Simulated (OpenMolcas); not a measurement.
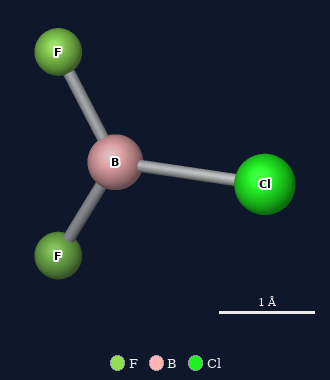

The input geometry (ball-and-stick view, seen at a tilt). Bond lengths as drawn: B–Cl 1.74 Å and B–F 1.31 Å.

Energy and gradient calculation of BClF₂

The run: energy and gradient calculation of BClF₂, SMILES FB(F)Cl. Method and program: SVWN/cc-pVTZ, RKS (OpenMolcas 26.06).

The geometry comes from this level: PBE0-D4/def2-TZVP.

Input
```
&GATEWAY
 BASLIB
 $CurrDir
 COORD
 4
 bohr
 F     -0.32824543    -2.37028348    -1.03235738
 B     -0.12680062    -0.07804569    -0.11716302
 F     -1.91164695     1.56866166    -0.60036599
 Cl     2.47157280     0.76590600     1.71152495
 BASIS
 cc-pVTZ
 GROUP
 NoSym

&SEWARD

&SCF
 KSDFT
 SVWN
 THRESHOLDS
 0.0001 0.1 0.1 1
 PRORBITALS
 1 1

&ALASKA
```

Launched with:
```bash
export MOLCAS_MEM=1860
pymolcas job.input > job.log
```

Log
```
--- Start Module: gateway ---

                                              &GATEWAY

                       available to each process: 1.9 GB of memory, 1 thread

 Basis Set     1 Label: F.CC-PVTZ
 Basis set is read from library:.
 basistype.tbl is not found

 Basis Set     2 Label: B.CC-PVTZ
 Basis set is read from library:.
 basistype.tbl is not found

 Basis Set     3 Label: F.CC-PVTZ
 Basis set is read from library:.
 basistype.tbl is not found

 Basis Set     4 Label: CL.CC-PVTZ
 Basis set is read from library:.
 basistype.tbl is not found

++    Symmetry information:
      ---------------------

                    Character Table for C1

                             E
                    a        1  x, y, xy, Rz, z, xz, Ry, yz, Rx, I
--

++    Basis set information:
      ----------------------

      Basis set label: F.CC-PVTZ.........

      Electronic valence basis set:
      ------------------
      Associated Effective Charge   9.000000 au
      Associated Actual Charge      9.000000 au
      Nuclear Model: Point charge

      Shell  nPrim  nBasis  Cartesian Spherical Contaminant
         s      10       4        X
         p       5       3        X
         d       2       2                 X
         f       1       1                 X

      Basis set label: B.CC-PVTZ.........

      Electronic valence basis set:
      ------------------
      Associated Effective Charge   5.000000 au
      Associated Actual Charge      5.000000 au
      Nuclear Model: Point charge

      Shell  nPrim  nBasis  Cartesian Spherical Contaminant
         s      10       4        X
         p       5       3        X
         d       2       2                 X
         f       1       1                 X

      Basis set label: F.CC-PVTZ.........

      Electronic valence basis set:
      ------------------
      Associated Effective Charge   9.000000 au
      Associated Actual Charge      9.000000 au
      Nuclear Model: Point charge

      Shell  nPrim  nBasis  Cartesian Spherical Contaminant
         s      10       4        X
         p       5       3        X
         d       2       2                 X
         f       1       1                 X

      Basis set label: CL.CC-PVTZ.........

      Electronic valence basis set:
      ------------------
      Associated Effective Charge  17.000000 au
      Associated Actual Charge     17.000000 au
      Nuclear Model: Point charge

      Shell  nPrim  nBasis  Cartesian Spherical Contaminant
         s      15       5        X
         p       9       4        X
         d       2       2                 X
         f       1       1                 X
--

++    Molecular structure info:
      -------------------------

                    ************************************************
                    **** Cartesian Coordinates / bohr, angstrom ****
                    ************************************************

     Center  Label                x              y              z                     x              y              z
        1      F1              -0.328245      -2.370283      -1.032357             -0.173700      -1.254300      -0.546300
        2      B2              -0.126801      -0.078046      -0.117163             -0.067100      -0.041300      -0.062000
        3      F3              -1.911647       1.568662      -0.600366             -1.011600       0.830100      -0.317700
        4      CL4              2.471573       0.765906       1.711525              1.307900       0.405300       0.905700

                    ***************************************
                    *    InterNuclear Distances / bohr    *
                    ***************************************

               1 F1            2 B2            3 F3            4 CL4
    1 F1       0.000000
    2 B2       2.476391        0.000000
    3 F3       4.267208        2.476047        0.000000
    4 CL4      5.020314        3.287537        5.020147        0.000000

                    *******************************************
                    *    InterNuclear Distances / angstrom    *
                    *******************************************

               1 F1            2 B2            3 F3            4 CL4
    1 F1       0.000000
    2 B2       1.310450        0.000000
    3 F3       2.258109        1.310267        0.000000
    4 CL4      2.656636        1.739690        2.656547        0.000000

                    **************************************
                    *    Valence Bond Angles / degree    *
                    **************************************
                          Atom centers                 Phi
                      1 F1       2 B2       3 F3       119.00
--

            Nuclear Potential Energy            142.13630071 au

--- Stop Module: gateway /rc=_RC_ALL_IS_WELL_ ---

--- Start Module: seward ---

                                              &SEWARD

                       available to each process: 1.9 GB of memory, 1 thread

               SEWARD will generate:
                  Multipole Moment integrals up to order  2
                  Kinetic Energy integrals
                  Nuclear Attraction integrals (point charge)
                  One-Electron Hamiltonian integrals
                  Velocity integrals
                  Orbital angular momentum around (  0.5058   0.1273   0.3280 )
                  Velocity quadrupole around (  0.5058   0.1273   0.3280 )
                  Two-Electron Repulsion integrals

                   Integrals are discarded if absolute value <: 1.00E-14
                   Integral cutoff threshold is set to       <: 1.00E-16

            Nuclear Potential Energy            142.13630071 au

      Basis set specifications :
      Symmetry species         a
      Basis functions          124

--- Stop Module: seward /rc=_RC_ALL_IS_WELL_ ---
--- Module seward spent 6 seconds ---

--- Start Module: scf ---

                                                &SCF

                       available to each process: 1.9 GB of memory, 1 thread

 ###############################################################################
 ###     Minimized-density-differences option turned off!                    ###
 ###############################################################################
++    Input section:
      --------------

      Header of the integral files:

      Cartesian coordinates in angstrom:
      -----------------------------------------------------
      No.  Label        X            Y            Z
      -----------------------------------------------------
       1   F1        -0.17370000  -1.25430000  -0.54630000
       2   B2        -0.06710000  -0.04130000  -0.06200000
       3   F3        -1.01160000   0.83010000  -0.31770000
       4   CL4        1.30790000   0.40530000   0.90570000
      -----------------------------------------------------
      Nuclear repulsion energy =  142.13630071
--

++    Orbital specifications:
      -----------------------

      Symmetry species               1
                                     a
      Frozen orbitals                0
      Occupied orbitals             20
      Secondary orbitals           104
      Deleted orbitals               0
      Total number of orbitals     124
      Number of basis functions    124
--

      Molecular charge                           0.000

      Numerical integration parameters
      --------------------------------
      Radial quadrature type:                         MHL
      Size of radial grid:                            75
      Lebedev angular grid:                           29
      Angular grid pruned with the crowding factor:  3.00E+00
                                 and fading factor:  6.00E+00
      Screening threshold for integral computation:   1.00E-11
      Radial quadrature accuracy:                     1.00E-25
      Maximum batch size:                             128
      AO values are stored on disk
      The same grid will be used for all iterations.

      DFT functional specifications
      -----------------------------
      Using Libxc version: 6.2.2
      Please cite the following reference:
      S. Lehtola, C. Steigemann, M. J.T. Oliveira, and M. A.L. Marques.,  SoftwareX 7, 1–5 (2018) doi:10.1016/j.softx.2017.11.002

      * Slater exchange
        - P. A. M. Dirac.,  Math. Proc. Cambridge Philos. Soc. 26, 376 (1930) doi:10.1017/S0305004100016108
        - F. Bloch.,  Z. Phys. 57, 545 (1929) doi:10.1007/BF01340281
      * Vosko, Wilk & Nusair (VWN5_RPA)

++    Optimization specifications:
      ----------------------------

      SCF Algorithm: Conventional
      D(i)-D(i-1) density differences are used
      Number of density matrices in core                 5
      Maximum number of NDDO SCF iterations            400
      Maximum number of HF SCF iterations              400
      Threshold for SCF energy change             1.00E-04
      Threshold for density matrix                1.00E-01
      Threshold for Fock matrix                   1.00E-01
      Threshold for linear dependence             1.00E-09
      Threshold at which DIIS is turned on        1.50E-01
      Maximum depth in the DIIS procedure                5
      Maximum depth in the BFGS Hessian update          30
      Threshold at which QNR/C2DIIS is turned on  7.50E-02
      Threshold for Norm(delta) (QNR/C2DIIS)      1.00E+00
      All orbitals punched on: SCFORB
--

      Input vectors read from INPORB
      Orbital file label: *Guess orbitals

++ Convergence information
                                   SVWN       iterations: Energy and convergence statistics

Iter     Tot. SVWN       One-elec.       Two-elec.     Energy      Max Dij or  Max Fij      DNorm      TNorm      AccCon     Time
         Energy          Energy          Energy        Change      Delta Norm                                                in Sec.
   1  -682.362978127 -1279.037156040   454.537877206   0.00E+00    6.81E-01*   2.88E-01*    8.94E+00   2.28E+02   None         1.
   2  -681.784311712 -1278.674719701   454.754107281   5.79E-01*   1.05E-01*   1.23E-01*    7.31E+00   2.29E+02   EDIIS        1.
   3  -682.789395582 -1282.151576736   457.225880447  -1.01E+00*   1.14E-01*   3.24E-02     2.45E+00   2.29E+02   c2DIIS       1.
   4  -682.780463234 -1278.516900654   453.600136713   8.93E-03*   4.74E-02    1.74E-02     9.66E-01   2.28E+02   c2DIIS       1.
   5  -682.802051583 -1280.312605573   455.374253284  -2.16E-02*   6.15E-02    1.12E-02     2.03E-01   2.29E+02   QNRc2DIIS    1.
   6  -682.799709595 -1280.613940315   455.677930013   2.34E-03*   3.76E-02    1.76E-02     3.22E-01   2.29E+02   QNRc2DIIS    1.
   7  -682.803357013 -1280.463497132   455.523839412  -3.65E-03*   1.35E-03    5.87E-04     2.03E-01   2.29E+02   QNRc2DIIS    1.
   8  -682.803362255 -1280.436399315   455.496736353  -5.24E-06    3.48E-04    2.06E-04     9.19E-03   2.29E+02   QNRc2DIIS    1.

       Convergence after   8 Iterations
--

 *****************************************************************************************************************************
 *                                             SCF/KS-DFT Program, Final results                                             *
 *                                                       Final Results                                                       *
 *****************************************************************************************************************************

::    Total KS-DFT energy                            -682.8033622553
      One-electron energy                           -1280.4363993155
      Two-electron energy                             455.4967363531
      Nuclear repulsion energy                        142.1363007070
      Kinetic energy (interpolated)                   680.5274063756
      Virial theorem                                    1.0033444000
      Total spin, S(S+1)                                0.0000000000
      Total spin, S                                     0.0000000000
      Max non-diagonal density matrix element           0.0003898961
      Max non-diagonal Fock matrix element              0.0001525204

      All orbitals with orbital energies smaller than  E(LUMO)+0.5 are printed

++    Molecular orbitals:
      -------------------

      Title: RKS-DFT orbitals

      Molecular orbitals for symmetry species 1: a

          Orbital            1         2         3         4         5         6         7         8         9        10
          Energy         -100.3834  -24.1572  -24.1570   -9.1910   -7.0492   -7.0435   -7.0414   -6.5991   -1.1780   -1.1502
          Occ. No.          2.0000    2.0000    2.0000    2.0000    2.0000    2.0000    2.0000    2.0000    2.0000    2.0000

          Orbital           11        12        13        14        15        16        17        18        19        20
          Energy           -0.8118   -0.5641   -0.5297   -0.4962   -0.4898   -0.4309   -0.4157   -0.4025   -0.3471   -0.3307
          Occ. No.          2.0000    2.0000    2.0000    2.0000    2.0000    2.0000    2.0000    2.0000    2.0000    2.0000

          Orbital           21        22        23        24        25        26        27        28        29        30
          Energy           -0.0744   -0.0125    0.0731    0.0850    0.0885    0.1212    0.1875    0.2242    0.2793    0.2912
          Occ. No.          0.0000    0.0000    0.0000    0.0000    0.0000    0.0000    0.0000    0.0000    0.0000    0.0000

          Orbital           31        32        33        34
          Energy            0.2945    0.3440    0.3452    0.3553
          Occ. No.          0.0000    0.0000    0.0000    0.0000

--

++    Molecular charges:
      ------------------

      Mulliken charges per centre and basis function type
      ---------------------------------------------------

                F1      B2      F3      CL4
      1s       3.8514  2.7218  3.8514  5.8904
      2px      1.8434  0.5663  1.7012  3.5659
      2pz      1.7717  0.5066  1.7989  3.6861
      2py      1.6244  0.5279  1.7393  3.8655
      3d2+     0.0030  0.0945  0.0032  0.0070
      3d1+     0.0005  0.0455  0.0019  0.0111
      3d0      0.0016  0.0546  0.0013  0.0047
      3d1-     0.0034  0.0720  0.0016  0.0034
      3d2-     0.0029  0.0946  0.0034  0.0062
      4f3+     0.0001  0.0175  0.0001  0.0004
      4f2+     0.0001  0.0075  0.0000  0.0007
      4f1+     0.0000  0.0051  0.0000  0.0006
      4f0      0.0000  0.0043  0.0000  0.0003
      4f1-     0.0001  0.0091  0.0000  0.0001
      4f2-     0.0000  0.0122  0.0001  0.0006
      4f3-     0.0001  0.0116  0.0001  0.0005
      Total    9.1028  4.7510  9.1026 17.0435

      N-E     -0.1028  0.2490 -0.1026 -0.0435

      Total electronic charge=   40.000000

      Total            charge=   -0.000000
--

++    Molecular properties:
      ---------------------

      Charge (e):
                      =   -0.0000
      Dipole Moment (debye):
      Origin of the operator (angstrom)=    0.2677    0.0674    0.1736
                   X=  1.6091E-01               Y=  5.3012E-02               Z=  1.1370E-01           Total=  2.0403E-01
      Quadrupole Moment (debye*angstrom):
      Origin of the operator (angstrom)=    0.2677    0.0674    0.1736
                  XX= -2.7844E+01              XY=  7.2561E-01              XZ= -7.1453E-01              YY= -2.9101E+01
                  YZ= -5.7558E-01              ZZ= -2.6831E+01
      In traceless form (debye*angstrom)
                  XX=  1.2234E-01              XY=  1.0884E+00              XZ= -1.0718E+00              YY= -1.7637E+00
                  YZ= -8.6337E-01              ZZ=  1.6413E+00
--

--- Stop Module: scf /rc=_RC_ALL_IS_WELL_ ---
--- Module scf spent 8 seconds ---

--- Start Module: alaska ---

                                              &ALASKA

                       available to each process: 1.9 GB of memory, 1 thread

                     Threshold for contributions to the gradient: 1.000E-07

                    ********************************************
                    * Symmetry Adapted Cartesian Displacements *
                    ********************************************

           Irreducible representation : a
           Basis function(s) of irrep: x, y, xy, Rz, z, xz, Ry, yz, Rx, I

 Basis Label        Type   Center Phase
   1   F1           x         1     1
   2   F1           y         1     1
   3   F1           z         1     1
   4   B2           x         2     1
   5   B2           y         2     1
   6   B2           z         2     1
   7   F3           x         3     1
   8   F3           y         3     1
   9   F3           z         3     1
  10   CL4          x         4     1
  11   CL4          y         4     1
  12   CL4          z         4     1

                     No automatic utilization of translational and rotational invariance of the energy is employed.

 DFT contribution computed for a moving grid.

 Conventional ERI gradients!

 **************************************************
 *              Molecular gradients               *
 **************************************************

  Irreducible representation: a
 ------------------------------------------------------------------------------------------
                              X                       Y                       Z
 ------------------------------------------------------------------------------------------
  F1               -5.42473632314522E-04   -3.10266946538462E-03   -1.40356722167390E-03
  B2                1.26741130524464E-04    1.83522362554736E-04    1.53844162362434E-04
  F3               -2.51541626795948E-03    1.97051638635948E-03   -8.07925429782586E-04
  CL4               2.93114876975764E-03    9.48630716531618E-04    2.05764848917767E-03
 ------------------------------------------------------------------------------------------

--- Stop Module: alaska /rc=_RC_ALL_IS_WELL_ ---
--- Module alaska spent 5 seconds ---

.##################.
.# Happy landing! #.
.##################.

    Timing: Wall=20.74 User=17.51 System=3.22
```

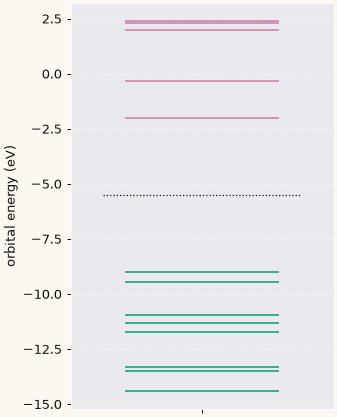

Orbital energies near the frontier; the dotted line parts filled from empty levels, and levels within 0.02 eV of each other stand side by side. Highest filled −9.00 eV, lowest empty −2.02 eV, 6.98 eV apart.

Results in brief

- outcome: converged
- total energy: −682.803362 hartree
- basis functions: 124
- largest force: 0.191 eV/Å
- HOMO: −9.00 eV
- LUMO: −2.02 eV
- dipole moment: 0.20 debye
- hardware: 1 thread of Arm Neoverse V1, 24 GiB of memory available, shared host
- wall time: 21 s
- peak memory: 0.82 GiB

Remarks

These settings are looser than, or depart from, a standard set-up, so the numbers are not reference values for this system.
